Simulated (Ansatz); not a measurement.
## Sensitivity of the G0W0 gap of CdTe (F-43m)

Aim: change settings of a G0W0 run on CdTe (F-43m) and see what moves.

Calculated with Ansatz 0.2.0; G0W0 on PBE, plane waves, PAW; PAW set soft_1.

### Step 1. The starting structure

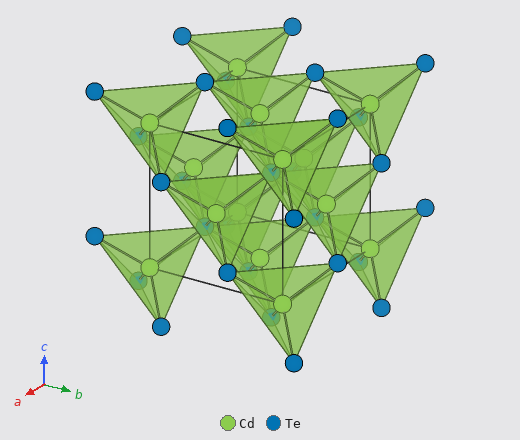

The starting structure, seen from a free direction (cadmium green, tellurium blue). This picture shows the conventional cell, with its axes. Some periodic images of atoms are drawn too.

The cell and positions come from the Crystallography Open Database and are kept as given unless a step says otherwise. Spin-orbit coupling is left out unless a step names it.

### Step 2. The base run: 4×4×4 mesh, 154 empty bands, screening to 100 eV, PAW set soft_1 files

G0W0 replaces the xc potential by the self-energy, built once from these orbitals. Only a window of levels is corrected, while the sums run over the empty bands that the input names. This step takes PAW set soft_1 files.

Input file input.yaml:

```yaml
crystal:
  lattice:
    - [0.0, 3.24, 3.24]
    - [3.24, 0.0, 3.24]
    - [3.24, 3.24, 0.0]
  atoms:
    - { symbol: Cd, position: [0.0, 0.0, 0.0] }
    - { symbol: Te, position: [0.25, 0.25, 0.25] }
kpoints:
  mp_grid: { grid: [4, 4, 4] }
hamiltonian:
  xc: pbe
  pseudopotentials: { kind: paw, azcp: { folder: soft_1 } }
scf:
  occupations: { method: fixed }
gw:
  n_empty_bands: 154
  ecut_chi: 100
  qp_bands: [v2, c2]
  qp_kpoints: band_edges
  screening: { model: contour_deformation }
```

On the command line:

```
ansatz run input.yaml --threads 3 --pin off --max-ram 92160MiB --backend cuda --events-out ev --progress --plain --runs-dir out --devices 1 --max-vram 13GiB
```

Numbers of over 12 decimals in the logs are rounded to 6 here.

The log of the run:

```text
GPUs: using 1 of 1 available (devices: 1).
Engine: ansatz 0.2.0, x86_64-unknown-linux-gnu
Pseudopotentials: kind: paw
Pseudopotential: Cd, paw, valence charge 20, recommended cutoff 420 eV (normal), soft_1/Cd.paw.azcp
Pseudopotential: Te, paw, valence charge 16, recommended cutoff 420 eV (normal), soft_1/Te.paw.azcp
Functional definition: PBE
  parameter kappa = 0.804
  parameter beta = 0.066725
  exchange = pbe_x(kappa = kappa, mu = beta*pi^2/3)
  correlation = pbe_c(beta = beta)
device memory: the entry about to start is reckoned to put 1.1 GiB on a device that reports 36.7 GiB free (of which the cap on the GPU budget leaves the run 13.0 GiB)
GPU FFT provider: cuFFT
GPU libraries: cuBLAS 13.8.2, cuFFT 12.4.0, cuSOLVER 12.3.4
Crystal: 2 atoms, lattice volume = 68.024 Å³
Basis set: ecut = 420 eV, 1363 PW (Γ)
Bands: 22, of which v1, the nominal top of the filled ones, is band 18 counted from 1 (17 counted from 0)
Symmetry: 24 space group operations
Space group: F-43m (ITA 216), of the structure as read, at distance tolerance 4.1e-5 Å
k-points: 8 of 64 (time reversal used)
Non-local potential: Cd, projectors of the file, l = 0: 3, l = 1: 2, l = 2: 2, l = 3: 1
Non-local potential: Te, projectors of the file, l = 0: 2, l = 1: 2, l = 2: 2, l = 3: 1
PAW form: soft (Blöchl's): semilocal exchange-correlation on the pseudo side does not see the compensation charge
PAW one-centre angular grid: Cd, 590 points (default); XC on 64 Gauss nodes
PAW one-centre angular grid: Te, 590 points (default); XC on 64 Gauss nodes
Initial density: superposition of atomic densities (chi_scale 0.1, normalization cell, long waves kept (reshape's long-wave potential 0.00 eV rms))
Initial wavefunctions: pseudopotential atomic-orbital guess
GPU buffer pool allocated for 32768 grid points (all kernels)
GPU transforms: local potential and band sums: pruned to the plane-wave sphere, on 30×32×32
Functional: x = pbe(κ = 0.804, μ = 0.219515), c = pbe(β = 0.066725)
SCF iter   1: F=—  HF=-15235.429300 eV  |F-HF|=—  |Δ(HF+E_count)|=         —  Δρ=2.14e-2  dr2=2.13e-1  ethr=3.10e-3  ⟨swp⟩=4.6  Hψ=693  notcnv=0  defer=13
preconditioner: auto → none  [insulator: Δε(μ)=0.675 eV  Ē_g=11.547 eV  n_scr=14 (ndim 8)  ℏωp=19.1 eV  f_vac=0.156  ε∞_Penn≈3.7]
SCF iter   2: F=—  HF=-15235.406208 eV  |F-HF|=—  |Δ(HF+E_count)|=   2.31e-2  Δρ=9.02e-3  dr2=4.50e-2  ethr=5.93e-4  ⟨swp⟩=3.6  Hψ=410  notcnv=0  defer=11
SCF iter   3: F=—  HF=-15235.409749 eV  |F-HF|=—  |Δ(HF+E_count)|=   3.54e-3  Δρ=4.38e-3  dr2=8.37e-3  ethr=1.25e-4  ⟨swp⟩=2.9  Hψ=268  notcnv=0  defer=13
SCF iter   4: F=—  HF=-15235.410429 eV  |F-HF|=—  |Δ(HF+E_count)|=   6.80e-4  Δρ=5.89e-4  dr2=8.66e-5  ethr=2.32e-5  ⟨swp⟩=2.5  Hψ=328  notcnv=0  defer=12
[...]
E_nonlocal   = 186.737276
  E_hartree    = 2737.292735
  E_xc         = -278.864804
  E_vxc        = -297.875958  (∫ρ·V_xc dr)
  E_paw        = -8772.294278  (= ΣΔE_a)
  E_vpaw       = -956.431572  (= ΣTr[D̂ρ^β])
  E_aug_tail   = 0.000394  (compensation charges beyond the density's cutoff)
  E_ewald      = -3912.024287
  E_smearing   = -0.000000  (= −TS)
  E_closure    = 0.000000  (closes the sum)
  Σ components = -15235.410497   (vs F -15235.410497, Δ=0.00e0)
--- Band table (eV; the first three rows and the last of 8) ---
  k-point 0: bands = [... 14 lower, -0.5667, 7.4836, 7.4836, 7.4836, 8.2436, 12.0835, 12.0835, 12.0835]
  k-point 1: bands = [... 14 lower, -0.5670, 4.7536, 7.0541, 7.0541, 9.4647, 12.6353, 12.6353, 12.8449]
  k-point 2: bands = [... 14 lower, -0.2096, 3.0530, 6.7070, 6.7070, 9.2939, 12.6758, 12.6758, 14.5445]
  k-point 7: bands = [... 14 lower, 0.0130, 3.2904, 5.1585, 5.2837, 11.7323, 12.1630, 13.0387, 13.7932]
--- G₀W₀: contour deformation, 7 samples at zero and on the imaginary axis and 2 off it, 64 q-points, 154 empty bands' worth ---
  eigenvalues of the whole cell's RPA ε∞ on this k-mesh (on a slab, of 1 + 4πα/V) = 26.2194, 26.2194, 26.2194; static W/v taken at q = 0 is 0.038140
  bands read: the sum over 172 bands ends inside a degenerate multiplet in 3 slots, whose members it reads at an even weight; the widest, k=0: bands 171 to 173 (counted from 1) at 2/3 each
  gw.qp_kpoints: band_edges: 5 of 8 stored k-points solved, in 1 pass; an edge of the gap read off the rows below is read off those points alone
    valence top: of the k-points left out ik 5 came nearest to being solved in a further pass, in band 18 (counted from 1, as in the quasiparticle table): it holds the edge there only if its correction is more favourable than any solved in that band by at least 0.808 eV; those differ by 0.131 eV
    conduction bottom: of the k-points left out ik 4 came nearest to being solved in a further pass, in band 19 (counted from 1, as in the quasiparticle table): it holds the edge there only if its correction is more favourable than any solved in that band by at least 1.922 eV; those differ by 0.295 eV
    ik  band        ε_KS         Σx   Σc(E_QP)       V_xc       Z   E_QP_lin       E_QP  E_QP is
     0    17      7.4836   -17.9267     1.5818   -15.8956  0.7371     7.0204     7.0344  root
     0    18      7.4836   -17.9267     1.5818   -15.8956  0.7371     7.0204     7.0344  root
     0    19      8.2436    -9.3527    -3.8037   -13.3171  0.7590     8.4056     8.4043  root
     0    20     12.0835    -6.6240    -4.1362   -10.8587  0.7405    12.1825    12.1820  root
     1    17      7.0541   -17.3052     1.6717   -15.1479  0.7338     6.5509     6.5684  root
     1    18      7.0541   -17.3052     1.6717   -15.1479  0.7338     6.5509     6.5684  root
     1    19      9.4647    -8.7070    -3.8480   -12.7008  0.7531     9.6115     9.6104  root
     1    20     12.6353    -6.7439    -4.2702   -11.1248  0.7367    12.7466    12.7459  root
[...]
6    17      5.6167   -15.6897     2.1109   -12.9983  0.7148     5.0044     5.0363  root
     6    18      5.6167   -15.6897     2.1109   -12.9983  0.7148     5.0044     5.0363  root
     6    19     10.0843    -5.9179    -3.5877    -9.3846  0.7624     9.9639     9.9632  root
     6    20     10.1522    -8.1022    -3.7665   -11.9523  0.7519    10.2362    10.2359  root
[key lines of the parts left out:]
SCF converged after 7 iterations
Free energy (F): -15235.410497 eV
Fermi energy:    7.483641 eV
```

Wall time 15 s (1 × NVIDIA H100 80GB HBM3 (shared by 6 runs) with 3 threads of AMD EPYC 7R13 (Zen 3), shared host); peak memory 1.1 GiB; 9.6 s of CPU time.

Numbers from this step:

* bands summed: 172
* RPA ε∞ on this mesh (eigenvalues): 26.22, 26.22, 26.22
* plane waves in the screening matrix: 169
* q-points in the mesh: 64
* G0W0 gap on the mesh: 1.370 eV
* k of the valence top: 0, 0, 0
* k of the conduction bottom: 0, 0, 0
* starting gap on the mesh: 0.7600 eV
* Z at the valence top: 0.7371
* Z at the conduction bottom: 0.7590
* least direct G0W0 gap on the computed points: 1.370 eV

The gap on the mesh goes from 0.76 eV to 1.37 eV, a correction of +0.61 eV. Between the two edge states, bare exchange in place of the xc potential would open the gap by 6.00 eV, and correlation takes back 5.39 eV.

### Step 3. Variant: potentials

Other atomic data (norm-conserving) test the pseudisation: the cutoff goes from 420 to 1120 eV, with the same valence electrons.

This step: G0W0 on PBE, plane waves, norm-conserving pseudopotentials.

Edit input.yaml of step 2 so:

```diff
@@ -12,3 +12,3 @@
   xc: pbe
-  pseudopotentials: { kind: paw, azcp: { folder: soft_1 } }
+  pseudopotentials: { kind: nc }
 scf:
```

The log of the run:

```text
GPUs: using 1 of 1 available (devices: 1).
[...]
GPU FFT provider: cuFFT
GPU libraries: cuBLAS 13.8.2, cuFFT 12.4.0, cuSOLVER 12.3.4
Crystal: 2 atoms, lattice volume = 68.024 Å³
Basis set: ecut = 1120 eV, 5817 PW (Γ)
Bands: 22, of which v1, the nominal top of the filled ones, is band 18 counted from 1 (17 counted from 0)
[... 1 set-up line as in the run before ...]
[...]
k-points: 8 of 64 (time reversal used)
[...]
GPU buffer pool allocated for 157464 grid points (all kernels)
[...]
SCF iter   1: F=—  HF=-7619.472714 eV  |F-HF|=—  |Δ(HF+E_count)|=         —  Δρ=2.66e-2  dr2=2.96e-1  ethr=3.10e-3  ⟨swp⟩=5.5  Hψ=700  notcnv=0  defer=11
[...]
SCF iter   7: F=-7619.398795 eV  HF=-7619.398795 eV  |F-HF|=3.05e-9  |Δ(HF+E_count)|=   2.23e-7  Δρ=1.11e-5  dr2=3.97e-8  ethr=2.78e-10  ⟨swp⟩=8.5  Hψ=768  notcnv=0
SCF 1 converged in 7 iterations: F = -7619.398795 eV  dr2 = 3.97e-8
[...]
0    17      7.6799   -17.9026     1.5922   -15.8738  0.7372     7.2303     7.2433  root
     0    18      7.6799   -17.9026     1.5922   -15.8738  0.7372     7.2303     7.2433  root
     0    19      8.4381    -9.3422    -3.8155   -13.3142  0.7590     8.5957     8.5945  root
     0    20     12.2855    -6.6008    -4.1490   -10.8534  0.7405    12.3897    12.3891  root
     1    17      7.2512   -17.2847     1.6803   -15.1301  0.7339     6.7603     6.7768  root
     1    18      7.2512   -17.2847     1.6803   -15.1301  0.7339     6.7603     6.7768  root
     1    19      9.6616    -8.6928    -3.8553   -12.6941  0.7531     9.8087     9.8077  root
     1    20     12.8364    -6.7172    -4.2814   -11.1164  0.7367    12.9550    12.9543  root
[...]
6    17      5.8154   -15.6754     2.1159   -12.9876  0.7148     5.2130     5.2436  root
     6    18      5.8154   -15.6754     2.1159   -12.9876  0.7148     5.2130     5.2436  root
     6    19     10.2834    -5.9031    -3.5947    -9.3747  0.7623    10.1610    10.1603  root
     6    20     10.3521    -8.0684    -3.7717   -11.9261  0.7518    10.4383    10.4380  root
[key lines of the parts left out:]
SCF converged after 7 iterations
Free energy (F): -7619.398795 eV
Fermi energy:    7.679920 eV
```

Run time: 13 s. Hardware: 1 × NVIDIA H100 80GB HBM3 (shared by 6 runs) with 3 threads; peak memory 1.2 GiB.

The G0W0 gap on the mesh is 1.351 eV.

Against the base:

```csv
setting,base,variant
files,PAW set soft_1,norm-conserving
```

```csv
quantity,variant,base
starting gap on the mesh,0.758,0.760
G0W0 gap on the mesh,1.351,1.370
least direct G0W0 gap on the computed points,1.351,1.370
Z at the valence top,0.737,0.737
Z at the conduction bottom,0.759,0.759
```

### Step 4. Variant: potentials

This step: G0W0 on PBE, plane waves, PAW.

Edit input.yaml of step 3 so:

```diff
@@ -12,3 +12,3 @@
   xc: pbe
-  pseudopotentials: { kind: nc }
+  pseudopotentials: { kind: paw, source: ansatz }
 scf:
```

The log of the run:

```text
GPUs: using 1 of 1 available (devices: 1).
[...]
GPU FFT provider: cuFFT
GPU libraries: cuBLAS 13.8.2, cuFFT 12.4.0, cuSOLVER 12.3.4
Crystal: 2 atoms, lattice volume = 68.024 Å³
Basis set: ecut = 640 eV, 2445 PW (Γ)
Bands: 22, of which v1, the nominal top of the filled ones, is band 18 counted from 1 (17 counted from 0)
[... 1 set-up line as in the run before ...]
[...]
k-points: 8 of 64 (time reversal used)
[...]
GPU buffer pool allocated for 64000 grid points (all kernels)
[...]
SCF iter   1: F=—  HF=-15239.182913 eV  |F-HF|=—  |Δ(HF+E_count)|=         —  Δρ=2.42e-2  dr2=2.73e-1  ethr=3.10e-3  ⟨swp⟩=5.0  Hψ=663  notcnv=0  defer=11
[...]
SCF iter   7: F=-15239.121135 eV  HF=-15239.121135 eV  |F-HF|=2.68e-9  |Δ(HF+E_count)|=   2.76e-8  Δρ=5.89e-6  dr2=1.31e-8  ethr=2.78e-10  ⟨swp⟩=7.2  Hψ=779  notcnv=0
SCF 1 converged in 7 iterations: F = -15239.121135 eV  dr2 = 1.31e-8
[...]
0    17      7.7974   -17.9104     1.5670   -15.8773  0.7371     7.3159     7.3313  root
     0    18      7.7974   -17.9104     1.5670   -15.8773  0.7371     7.3159     7.3313  root
     0    19      8.5575    -9.3504    -3.8175   -13.3134  0.7590     8.7040     8.7030  root
     0    20     12.3987    -6.6324    -4.1443   -10.8702  0.7405    12.4928    12.4923  root
     1    17      7.3680   -17.2916     1.6583   -15.1330  0.7338     6.8487     6.8677  root
     1    18      7.3680   -17.2916     1.6583   -15.1330  0.7338     6.8487     6.8677  root
     1    19      9.7788    -8.7028    -3.8598   -12.6947  0.7531     9.9118     9.9110  root
     1    20     12.9502    -6.7502    -4.2788   -11.1340  0.7367    13.0557    13.0551  root
[...]
6    17      5.9308   -15.6816     2.1017   -12.9906  0.7148     5.3081     5.3415  root
     6    18      5.9308   -15.6816     2.1017   -12.9906  0.7148     5.3081     5.3415  root
     6    19     10.3982    -5.9135    -3.5949    -9.3799  0.7624    10.2704    10.2696  root
     6    20     10.4664    -8.0852    -3.7768   -11.9317  0.7519    10.5363    10.5361  root
[key lines of the parts left out:]
SCF converged after 7 iterations
Free energy (F): -15239.121135 eV
Fermi energy:    7.797438 eV
```

It took 13 s on 1 × NVIDIA H100 80GB HBM3 (shared by 6 runs) with 3 threads; peak memory 1.1 GiB.

The G0W0 gap on the mesh is 1.372 eV.

Against the base:

```csv
setting,base,variant
files,PAW set soft_1,hard PAW
```

```csv
quantity,variant,base
starting gap on the mesh,0.760,0.760
G0W0 gap on the mesh,1.372,1.370
least direct G0W0 gap on the computed points,1.372,1.370
Z at the valence top,0.737,0.737
Z at the conduction bottom,0.759,0.759
```

### Step 5. Variant: frequency model

A plasmon pole stands in for the full frequency dependence of the screening; this run shows what that costs in accuracy.

This step: G0W0 on PBE, plane waves, PAW; PAW set soft_1.

input.yaml, the sections that differ from step 4:

```yaml
hamiltonian:
  xc: pbe
  pseudopotentials: { kind: paw, azcp: { folder: soft_1 } }
gw:
  n_empty_bands: 154
  ecut_chi: 100
  qp_bands: [v2, c2]
  qp_kpoints: band_edges
  screening: { model: godby_needs }
# crystal, kpoints, scf: as in step 4
```

The log of the run:

```text
GPUs: using 1 of 1 available (devices: 1).
[...]
GPU FFT provider: cuFFT
GPU libraries: cuBLAS 13.8.2, cuFFT 12.4.0, cuSOLVER 12.3.4
Crystal: 2 atoms, lattice volume = 68.024 Å³
Basis set: ecut = 420 eV, 1363 PW (Γ)
Bands: 22, of which v1, the nominal top of the filled ones, is band 18 counted from 1 (17 counted from 0)
[... 1 set-up line as in the run before ...]
[...]
k-points: 8 of 64 (time reversal used)
[...]
GPU buffer pool allocated for 32768 grid points (all kernels)
[...]
SCF iter   1: F=—  HF=-15235.429300 eV  |F-HF|=—  |Δ(HF+E_count)|=         —  Δρ=2.14e-2  dr2=2.13e-1  ethr=3.10e-3  ⟨swp⟩=4.6  Hψ=693  notcnv=0  defer=13
[...]
SCF iter   7: F=-15235.410497 eV  HF=-15235.410497 eV  |F-HF|=1.50e-8  |Δ(HF+E_count)|=   1.78e-7  Δρ=3.60e-6  dr2=1.03e-8  ethr=2.78e-10  ⟨swp⟩=7.9  Hψ=795  notcnv=0
SCF 1 converged in 7 iterations: F = -15235.410497 eV  dr2 = 1.03e-8
[...]
0    17      7.4836   -17.9267     1.5485   -15.8956  0.7928     6.9997     7.0011  root
     0    18      7.4836   -17.9267     1.5485   -15.8956  0.7928     6.9997     7.0011  root
     0    19      8.2436    -9.3527    -3.7539   -13.3171  0.8081     8.4544     8.4541  root
     0    20     12.0835    -6.6240    -4.1559   -10.8587  0.8039    12.1623    12.1623  root
     1    17      7.0541   -17.3052     1.6197   -15.1479  0.7919     6.5147     6.5165  root
     1    18      7.0541   -17.3052     1.6197   -15.1479  0.7919     6.5147     6.5165  root
     1    19      9.4647    -8.7070    -3.8220   -12.7008  0.8054     9.6367     9.6364  root
     1    20     12.6353    -6.7439    -4.2739   -11.1248  0.8016    12.7423    12.7422  root
[...]
6    17      5.6167   -15.6897     1.9823   -12.9983  0.7865     4.9040     4.9076  root
     6    18      5.6167   -15.6897     1.9823   -12.9983  0.7865     4.9040     4.9076  root
     6    19     10.0843    -5.9179    -3.6381    -9.3846  0.8158     9.9130     9.9128  root
     6    20     10.1522    -8.1022    -3.7693   -11.9523  0.8056    10.2331    10.2330  root
[key lines of the parts left out:]
SCF converged after 7 iterations
Free energy (F): -15235.410497 eV
Fermi energy:    7.483641 eV
```

It took 12 s on 1 × NVIDIA H100 80GB HBM3 (shared by 6 runs) with 3 threads; peak memory 1.1 GiB; 14 s of CPU time.

The G0W0 gap on the mesh is 1.453 eV.

Against the base:

```csv
setting,base,variant
frequency model,contour deformation,plasmon pole
```

```csv
quantity,variant,base
starting gap on the mesh,0.760,0.760
G0W0 gap on the mesh,1.453,1.370
least direct G0W0 gap on the computed points,1.453,1.370
Z at the valence top,0.793,0.737
Z at the conduction bottom,0.808,0.759
```

### Step 6. What came out

```
base            : 1.37 eV, 15 s
potentials      : 1.35 eV, 13 s
potentials      : 1.37 eV, 13 s
frequency model : 1.45 eV, 12 s
```

**Reading.** Potentials: the gap moves by −0.02 eV (the plane-wave cutoff goes from 420 to 1120 eV). Potentials: the gap moves by +0.002 eV (the plane-wave cutoff goes from 420 to 640 eV). Frequency model: the gap moves by +0.08 eV. All runs here use a coarse mesh and modest cutoffs; they test settings and are not final values. The 4×4×4 mesh is coarse for this cell (its supercell is 18 Å along the shortest edge). The RPA ε∞ on it, from the PBE start, is 26.22; such meshes misread the long-range screening, most where the gap is narrow. The RPA ε∞ on this mesh reaches over 25; with a narrow direct gap a coarse mesh can overstate it, and the correction is then too small. The many-body steps are scalar-relativistic: spin-orbit coupling is not in them.

[Paths, hosts, dates, memory and timing lines, banners, echoed tables and standing remarks are left out of the program output.]

[Logs are printed without paths, hosts, clocks, repeated set-up lines and the standing remarks that a program may print on its own settings, such as how far it seeks lower states.]

[Runs of the session that timed out or met a known fault of the program may be left out.]

[Cells called generated may have been cut or substituted from an entry of the Crystallography Open Database or the Materials Project.]

[Hosts, paths, dates, database ids (printed as entryN), source tags and the programs' standing remarks are cut or masked in the printed files.]
